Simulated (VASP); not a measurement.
# NbSi2: structure and properties in VASP

Wanted: the relaxed cell of NbSi2 and its properties. The steps: full relaxation (PBE + D3(BJ)), second relaxation, density, ELF and potential (PBE + D3(BJ)), bands along the symmetry lines (PBE + D3(BJ)), density of states (PBE + D3(BJ)) and vibrations at Γ (PBE + D3(BJ)). The start is a cell from a database of measured crystal structures.

Main program and level: VASP 6.6.1; PBE with D3(BJ); plane waves and PAW (Nb_sv, Si).

### Step 1. Starting point

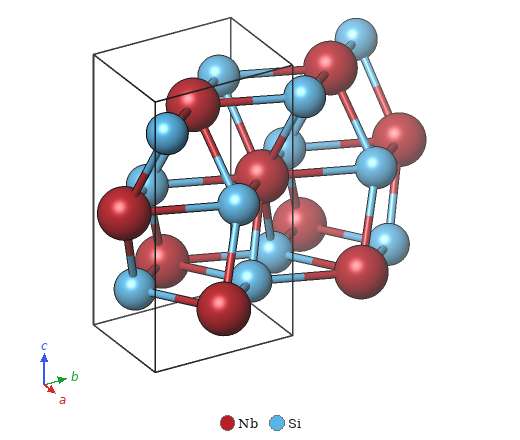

The cell as given, from a free direction (niobium red, silicon blue). 1×2×1 cells are drawn. Some periodic images of atoms are drawn too.

### Step 2. Full relaxation (PBE + D3(BJ))

Properties are meant for the cell that this level of theory prefers, so cell and atoms are relaxed first (ISIF = 3) until forces and stress are small; EDIFFG sets the threshold. PBE, the usual starting point, adds the gradient of the density. A dispersion term adds the long-range attraction that semilocal functionals lack. D3 with Becke-Johnson damping keeps a finite attraction at short range.

Contents of INCAR:

```
SYSTEM = NbSi2
PREC = Accurate
ENCUT = 400
EDIFF = 1E-06
NELM = 100
ISMEAR = -1
SIGMA = 0.05
LREAL = .FALSE.
ALGO = Normal
GGA = PE
IVDW = 12
NBANDS = 40
LORBIT = 11
LWAVE = .FALSE.
LCHARG = .FALSE.
KPAR = 4
IBRION = 2
NSW = 60
ISIF = 3
EDIFFG = -0.01
```

Contents of POSCAR:

```
NbSi2
1.0
    4.8190000000      0.0000000000      0.0000000000
   -2.4095000000      4.1733764208      0.0000000000
    0.0000000000      0.0000000000      6.5920000000
Nb Si
3 6
Direct
    0.0000000000      0.5000000000      0.1666666667
    0.5000000000      0.5000000000      0.8333333333
    0.5000000000      0.0000000000      0.5000000000
    0.3198000000      0.1599000000      0.1666666667
    0.1599000000      0.8401000000      0.8333333333
    0.8401000000      0.6802000000      0.5000000000
    0.6802000000      0.8401000000      0.1666666667
    0.8401000000      0.1599000000      0.8333333333
    0.1599000000      0.3198000000      0.5000000000
```

Contents of KPOINTS:

```
Automatic mesh
0
Gamma
5 5 3
0 0 0
```

PAW data sets: Nb_sv and Si (PBE family, release 64).

Started as:

```bash
$ mpirun -np 4 vasp_std
```

Log:

```text
[banner, memory and clock lines left out]
running    4 mpi-ranks, on    1 nodes
 distrk:  each k-point on    1 cores,    4 groups
 distr:  one band on    1 cores,    1 groups

 POSCAR found type information on POSCAR NbSi
 POSCAR found :  2 types and       9 ions
 LDA part: xc-table for (Slater+PW92), standard interpolation
 POSCAR, INCAR and KPOINTS ok, starting setup
 FFT: planning ... GRIDC
 FFT: planning ... GRID_SOFT
 FFT: planning ... GRID
 WAVECAR not read
 entering main loop
       N       E                     dE             d eps       ncg     rms          rms(c)
DAV:   1     0.439516048259E+03    0.43952E+03   -0.27302E+04   816   0.123E+03
DAV:   2    -0.300016168488E+02   -0.46952E+03   -0.45399E+03  1016   0.441E+02
DAV:   3    -0.682195421235E+02   -0.38218E+02   -0.37455E+02  1416   0.902E+01
DAV:   4    -0.705924536845E+02   -0.23729E+01   -0.23606E+01  1216   0.205E+01
DAV:   5    -0.707220033435E+02   -0.12955E+00   -0.12933E+00  1312   0.560E+00    0.169E+01
DAV:   6    -0.683248159660E+02    0.23972E+01   -0.13836E+01  1176   0.185E+01    0.606E+00
DAV:   7    -0.682190360785E+02    0.10578E+00   -0.14013E+00  1200   0.476E+00    0.371E+00
DAV:   8    -0.681874668705E+02    0.31569E-01   -0.16166E-01  1224   0.227E+00    0.720E-01
DAV:   9    -0.681880288280E+02   -0.56196E-03   -0.27742E-02  1360   0.746E-01    0.493E-01
DAV:  10    -0.681880754809E+02   -0.46653E-04   -0.38793E-03  1040   0.452E-01    0.695E-02
DAV:  11    -0.681880077952E+02    0.67686E-04   -0.47903E-04  1272   0.109E-01    0.279E-02
DAV:  12    -0.681880058837E+02    0.19115E-05   -0.56175E-05  1240   0.532E-02    0.953E-03
DAV:  13    -0.681880042975E+02    0.15862E-05   -0.83068E-06  1040   0.153E-02    0.338E-03
DAV:  14    -0.681880034984E+02    0.79904E-06   -0.79394E-07   640   0.779E-03
   1 F= -.73265745E+02 E0= -.73250028E+02  d E =-.732657E+02
 curvature:   0.00 expect dE= 0.000E+00 dE for cont linesearch  0.000E+00
 trial: gam= 0.00000 g(F)=  0.268E-02 g(S)=  0.465E+00 ort = 0.000E+00 (trialstep = 0.100E+01)
 search vector abs. value=  0.468E+00
 bond charge predicted
       N       E                     dE             d eps       ncg     rms          rms(c)
DAV:   1    -0.706412344176E+02   -0.24532E+01   -0.10355E+02  1016   0.876E+01    0.151E+01
DAV:   2    -0.679959646473E+02    0.26453E+01   -0.12734E+01  1128   0.261E+01    0.500E+00
DAV:   3    -0.675786041481E+02    0.41736E+00   -0.15216E+00  1328   0.729E+00    0.224E+00
DAV:   4    -0.675674245588E+02    0.11180E-01   -0.57317E-01  1376   0.256E+00    0.106E+00
DAV:   5    -0.675796614749E+02   -0.12237E-01   -0.60370E-02  1312   0.122E+00    0.999E-01
DAV:   6    -0.676033616100E+02   -0.23700E-01   -0.44746E-02  1560   0.897E-01    0.335E-01
DAV:   7    -0.676061423787E+02   -0.27808E-02   -0.87991E-03  1488   0.408E-01    0.322E-02
DAV:   8    -0.676062088927E+02   -0.66514E-04   -0.93228E-04  1280   0.131E-01    0.223E-02
DAV:   9    -0.676062084357E+02    0.45699E-06   -0.57301E-05  1232   0.420E-02    0.794E-03
DAV:  10    -0.676062085533E+02   -0.11757E-06   -0.27399E-06   760   0.136E-02
   2 F= -.73164447E+02 E0= -.73149143E+02  d E =0.101299E+00
[... from here on, the cycles between the ionic steps are left out ...]
   3 F= -.73367556E+02 E0= -.73352192E+02  d E =-.101811E+00
   4 F= -.73367564E+02 E0= -.73352204E+02  d E =-.101819E+00
   5 F= -.73369991E+02 E0= -.73353499E+02  d E =-.242683E-02
   6 F= -.73370149E+02 E0= -.73353884E+02  d E =-.258515E-02
   7 F= -.73370225E+02 E0= -.73354131E+02  d E =-.761369E-04
   8 F= -.73370220E+02 E0= -.73354148E+02  d E =-.710158E-04
   9 F= -.73370222E+02 E0= -.73354133E+02  d E =-.725712E-04
 curvature:  -0.02 expect dE=-0.309E-05 dE for cont linesearch -0.927E-07
 ZBRENT: accuracy reached
 trial: gam= 0.81720 g(F)=  0.242E-04 g(S)=  0.117E-03 ort =-0.298E-04 (trialstep = 0.772E+00)
 search vector abs. value=  0.232E-03
 bond charge predicted
       N       E                     dE             d eps       ncg     rms          rms(c)
DAV:   1    -0.680949768850E+02    0.13950E-02   -0.49183E-03   920   0.458E-01    0.543E-02
DAV:   2    -0.680949363559E+02    0.40529E-04   -0.34356E-04  1104   0.112E-01    0.266E-02
DAV:   3    -0.680949206745E+02    0.15681E-04   -0.61827E-05  1176   0.525E-02    0.103E-02
DAV:   4    -0.680949213134E+02   -0.63889E-06   -0.14294E-05  1232   0.194E-02    0.406E-03
DAV:   5    -0.680949214795E+02   -0.16606E-06   -0.19540E-06   672   0.108E-02
  10 F= -.73370263E+02 E0= -.73354405E+02  d E =-.406638E-04
 trial-energy change:   -0.000041  1 .order   -0.000041   -0.000090    0.000008
 step:   0.7074(harm=  0.7074)  dis= 0.00085  next Energy=   -73.370263 (dE=-0.412E-04)
 reached required accuracy - stopping structural energy minimisation
```

Wall time 53 s (4 MPI ranks of Intel Xeon Platinum 8488C (Sapphire Rapids), shared host); peak memory 0.91 GiB.

Lines that name or quote the potential files are left out of all logs, and their timing lines are given in words.

From OUTCAR (step 2):

```text
ion  position               nearest neighbor table
   1  0.000  0.500  0.167-   6 2.62   9 2.62   8 2.62   5 2.62   4 2.75   7 2.75   7 2.75   4 2.75
                             7 2.84   4 2.84
   2  0.500  0.500  0.833-   6 2.62   9 2.62   7 2.62   4 2.62   8 2.75   5 2.75   5 2.75   8 2.75
                             8 2.84   5 2.84
   3  0.500  0.000  0.500-   4 2.62   5 2.62   7 2.62   8 2.62   9 2.75   6 2.75   9 2.75   6 2.75
                             9 2.84   6 2.84
   4  0.320  0.160  0.167-   9 2.57   5 2.57   3 2.62   2 2.62   7 2.67   1 2.75   1 2.75   1 2.84
                             7 2.84   7 2.84
   5  0.160  0.840  0.833-   6 2.57   4 2.57   3 2.62   1 2.62   8 2.67   2 2.75   2 2.75   2 2.84
                             8 2.84   8 2.84
   6  0.840  0.680  0.500-   5 2.57   7 2.57   2 2.62   1 2.62   9 2.67   3 2.75   3 2.75   3 2.84
                             9 2.84   9 2.84
   7  0.680  0.840  0.167-   6 2.57   8 2.57   3 2.62   2 2.62   4 2.67   1 2.75   1 2.75   1 2.84
                             4 2.84   4 2.84
   8  0.840  0.160  0.833-   9 2.57   7 2.57   3 2.62   1 2.62   5 2.67   2 2.75   2 2.75   2 2.84
                             5 2.84   5 2.84
   9  0.160  0.320  0.500-   4 2.57   8 2.57   2 2.62   1 2.62   6 2.67   3 2.75   3 2.75   3 2.84
                             6 2.84   6 2.84

  LATTYP: Found a hexagonal cell.
 ALAT       =     4.8190000000
 C/A-ratio  =     1.3679186553

 Subroutine GETGRP returns: Found 12 space group operations
 (whereof  4 operations were pure point group operations)

The static configuration has the point symmetry D_2 .
 The point group associated with its full space group is D_6 .

 Found     10 irreducible k-points:

   k-points           NKPTS =     10   k-points in BZ     NKDIM =     10   number of bands    NBANDS=     40

   dimension x,y,z NGX =    32 NGY =   32 NGZ =   48
   dimension x,y,z NGXF=    64 NGYF=   64 NGZF=   96

   ENCUT  =  400.0 eV  29.40 Ry    5.42 a.u.   7.86  7.86 10.75*2*pi/ulx,y,z

   NELECT =      63.0000    total number of electrons

 k-points in reciprocal lattice and weights: Automatic mesh
   0.00000000  0.00000000  0.00000000       0.013
   0.20000000  0.00000000  0.00000000       0.080
   0.40000000  0.00000000  0.00000000       0.080
   0.20000000  0.20000000  0.00000000       0.080
   0.40000000  0.20000000  0.00000000       0.080
   0.00000000  0.00000000  0.33333333       0.027
   0.20000000  0.00000000  0.33333333       0.160
   0.40000000  0.00000000  0.33333333       0.160
   0.20000000  0.20000000  0.33333333       0.160
   0.40000000  0.20000000  0.33333333       0.160

 Edisp (eV)   -5.27385

 average (electrostatic) potential at core
       1 -76.4721       2 -76.4721       3 -76.4721       4 -77.6420       5 -77.6420
       6 -77.6420       7 -77.6420       8 -77.6420       9 -77.6420

 E-fermi :  11.7922

 k-point     1 :       0.0000    0.0000    0.0000
  band No.  band energies     occupation
    ...
     28       9.5679      2.00000
     29       9.6533      2.00000
     30       9.8250      2.00000
     31       9.8250      2.00000
     32      10.7927      2.00000
     33      12.6006      0.00000
     34      15.1194      0.00000
     35      15.2714      0.00000
     36      15.2815      0.00000
     37      15.2815      0.00000
    ...

 k-point     2 :       0.2000    0.0000    0.0000
  band No.  band energies     occupation
    ...
     28       9.7758      2.00000
     29       9.9623      2.00000
     30       9.9932      2.00000
     31      10.2998      2.00000
     32      10.5327      2.00000
     33      12.3432      0.00003
     34      13.9081      0.00000
     35      14.1552      0.00000
     36      14.6419      0.00000
     37      14.7815      0.00000
    ...

 k-point     3 :       0.4000    0.0000    0.0000
  band No.  band energies     occupation
    ...
     28       9.9172      2.00000
     29      10.5978      2.00000
     30      10.9624      2.00000
     31      11.5059      1.99351
     32      11.5936      1.96306
     33      11.9593      0.06840
     34      13.2146      0.00000
     35      13.7313      0.00000
     36      13.8407      0.00000
     37      14.1257      0.00000
    ...

 Edisp (eV)   -5.27534

  Total      -0.04149    -0.04149    -0.01184     0.00000     0.00000     0.00000
  in kB      -0.52034    -0.52034    -0.14846     0.00000     0.00000     0.00000
  external pressure =       -0.40 kB  Pullay stress =        0.00 kB

  energy-cutoff  :      400.00
  volume of cell :      127.75
      direct lattice vectors                 reciprocal lattice vectors
     4.751732146  0.000000000  0.000000000     0.210449573  0.121503117 -0.000000000
    -2.375866073  4.115120750 -0.000000000     0.000000000  0.243006235  0.000000000
     0.000000000  0.000000000  6.533161046    -0.000000000  0.000000000  0.153065261

 POSITION                                       TOTAL-FORCE (eV/Angst)
 -----------------------------------------------------------------------------------
      3.56380      2.05756      1.08886        -0.000000      0.000000     -0.000000
      1.18793      2.05756      5.44430        -0.000000      0.000000      0.000000
      0.00000      4.11512      3.26658        -0.000000      0.000000     -0.000000
      1.13431      0.65489      1.08886         0.001188      0.000686      0.000000
     -1.24156      3.46023      5.44430         0.001188     -0.000686      0.000000
      2.37587      2.80533      3.26658        -0.000000     -0.001372     -0.000000
      1.24156      3.46023      1.08886        -0.001188     -0.000686     -0.000000
      3.61742      0.65489      5.44430        -0.001188      0.000686     -0.000000
      0.00000      1.30979      3.26658        -0.000000      0.001372     -0.000000
 -----------------------------------------------------------------------------------
    total drift:                                0.000000     -0.000000      0.000001

  FREE ENERGIE OF THE ION-ELECTRON SYSTEM (eV)
  ---------------------------------------------------
  free  energy   TOTEN  =       -73.3702625141 eV

  energy  without entropy=      -73.3385478392  energy(sigma->0) =      -73.35440518

 reached required accuracy - stopping structural energy minimisation

 total charge
# of ion       s       p       d       tot
------------------------------------------
    1        2.158   6.039   2.625  10.822
    2        2.158   6.039   2.625  10.822
    3        2.158   6.039   2.625  10.822
    4        0.758   0.886   0.000   1.644
    5        0.758   0.886   0.000   1.644
    6        0.758   0.886   0.000   1.644
    7        0.758   0.886   0.000   1.644
    8        0.758   0.886   0.000   1.644
    9        0.758   0.886   0.000   1.644
--------------------------------------------------
tot         11.018  23.434   7.876  42.328

[... 3 further parts left out ...]
```

This run has no spin polarisation. Its electron count is odd, so without a moment it is a metal by construction. The k-mesh is coarse for a metal. Dispersion corrections of this kind ignore metallic screening and tend to overbind metals. The run keeps the 12 symmetry operations of its start, so it cannot find a distortion of lower symmetry.

The steps of the relaxation:

```csv
step,energy less that of the first step (eV),largest force (eV/Å),pressure (GPa),volume (Å³)
1,0.0000,0.0962,-6.50,132.58
2,0.1013,0.0261,10.88,121.44
3,-0.1018,0.0744,-0.02,127.80
4,-0.1018,0.0738,0.12,127.71
5,-0.1042,0.0044,0.08,127.64
6,-0.1044,0.0186,0.09,127.65
7,-0.1045,0.0095,-0.07,127.78
8,-0.1045,0.0083,-0.10,127.80
9,-0.1045,0.0091,-0.10,127.78
10,-0.1045,0.0014,-0.04,127.75
```

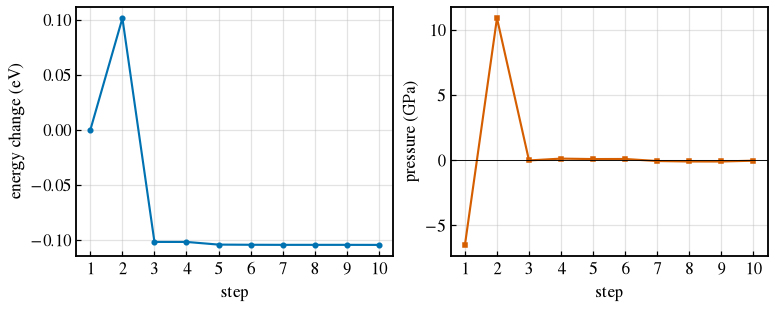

Energy and pressure along the relaxation.

```csv
"conventional cell, symmetrised",before,after,change
a (Å),4.819,4.752,-1.4 %
b (Å),4.819,4.752,-1.4 %
c (Å),6.592,6.533,-0.9 %
volume (Å³/atom),14.73,14.19,-3.6 %
```

The relaxed structure:

```xyz
9
Lattice="4.7517 0.0000 0.0000 -2.3759 4.1151 0.0000 0.0000 0.0000 6.5332" Properties=species:S:1:pos:R:3 pbc="T T T"
Nb   -1.1879    2.0576    1.0889
Nb    1.1879    2.0576    5.4443
Nb    2.3759    0.0000    3.2666
Si    1.1343    0.6549    1.0889
Si   -1.2416    3.4602    5.4443
Si    2.3759    2.8053    3.2666
Si    1.2416    3.4602    1.0889
Si    3.6174    0.6549    5.4443
Si    0.0000    1.3098    3.2666
```

Numbers from this step:

- electrons: 63
- bands: 40
- irreducible k-points: 10
- symmetry operations: 12
- free energy (TOTEN): -73.3703 eV
- energy at zero smearing: -73.3544 eV
- Fermi energy: 11.79 eV
- pressure: -0.03964 GPa
- metallic: yes
- SCF cycles over all ionic steps: 71

It ends with a largest force of 0.001 eV/Å and a pressure of -0.04 GPa. The volume lies -3.6 % from that of the database's start, which holds the thermal and zero-point expansion of its experiment.

(Continued in part 2 of 4.)

[Lines on the potential files, build, host, timing and source positions are cut from VASP's logs without a mark.]

[Logs are printed without paths, hosts, clocks, repeated set-up lines and the standing remarks that a program may print on its own settings, such as how far it seeks lower states.]

[Hosts, paths, dates, database ids (printed as entryN), source tags and the programs' standing remarks are cut or masked in the printed files.]

[A measured line is paired with the nearest computed mode of its activity, which favours agreement.]
